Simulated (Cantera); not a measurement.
Charge: 1 mol TiO₂, 3.7 mol CO, 0.65 mol C, at 3.30 bar.

These are equilibrium values from Cantera (NASA tables, ideal gas, pure condensed phases), not measurements of a reactor. Candidate condensed phases: C, Ti, TiC, TiO, TiO₂, Ti₂O₃, Ti₃O₅, Ti₄O₇; 15 gas species. Mutual solubility and eutectic melting of coexisting phases are not modelled. TiC: taken at fixed stoichiometry. Kinetics and transport are ignored.

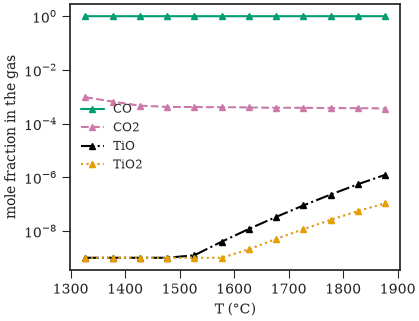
*Equilibrium gas composition (values under 1e-9 drawn at 1e-9)*

From 1327 °C to 1427 °C the condensed part is C(graphite) + Ti₃O₅(s). At 1477 °C the condensed part is TiC(s) + Ti₃O₅(s). From 1527 °C to 1827 °C the condensed part is TiC(s) + Ti₂O₃(s). At 1877 °C the condensed part is TiC(s) + Ti₂O₃(l).
